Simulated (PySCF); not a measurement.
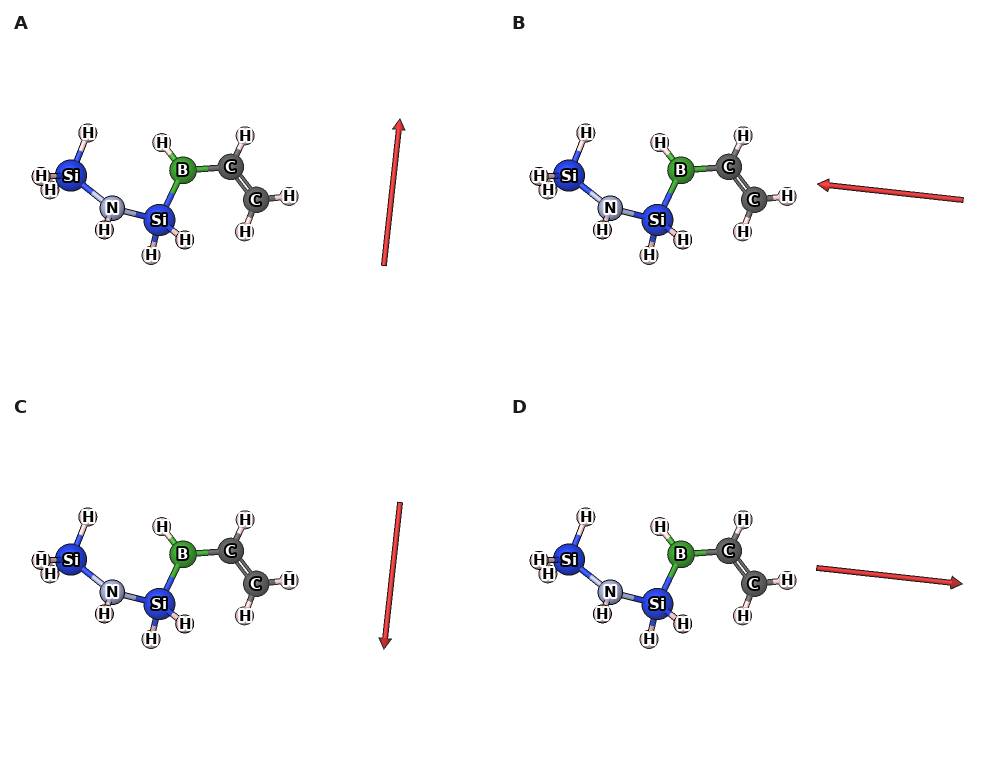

The same molecule four times, each with an arrow. The geometry was computed by an optimisation with GFN2-xTB. No frequency run is at hand to confirm it as a minimum. Level of theory: B3LYP/def2-SVPD, gas phase (PySCF 2.14.0).

Which arrow points along the dipole moment, from the negative to the positive end?

Answer. D. The dipole moment is 1.43 D.

The geometry is semi-empirical. Around B, Si such bond lengths and angles can be off by a tenth of an ångström or more and by several degrees, and values that hang on the shape move with them.
